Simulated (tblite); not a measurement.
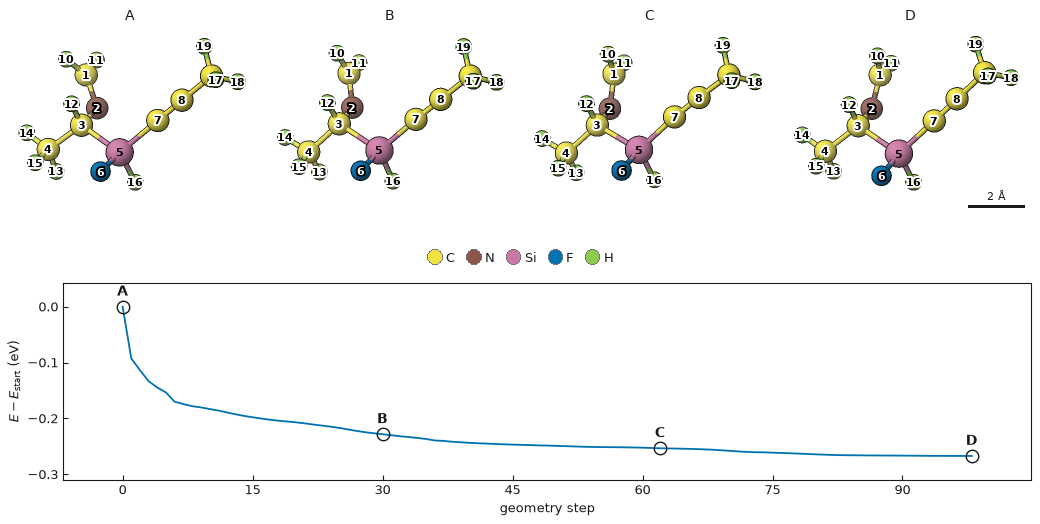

Frames of a relaxation of C6H10FNSi, marked on the history of the run. Style: ball-and-stick. Shown at a tilt.

These are results of tblite, GFN2-xTB geometry optimisation, gas phase, not measurements. 

Describe the path.

The energy falls by 0.267 eV in 98 geometry steps. The largest move after the best rigid fit is that of an H atom, 1.23 Å. By element the largest moves are H 1.23 Å, C 0.56 Å, F 0.22 Å, N 0.21 Å, Si 0.16 Å. Among the contacts that change: C–N 1.498 → 1.427 Å, C–Si 1.886 → 1.839 Å, H–Si 1.483 → 1.452 Å, C–H 1.106 → 1.080 Å. Bond angles that change, for instance: C–N–C 114.5° → 121.0°, C–Si–H 111.2° → 113.8°, C–Si–C 111.6° → 109.1°. Groups turn about C–N by about 35°. From step 0 to 30: an H atom moves most (0.46 Å), energy −0.228 eV. From step 30 to 62: an H atom moves most (0.44 Å), energy −0.025 eV. From step 62 to 98: an H atom moves most (0.39 Å), energy −0.014 eV.
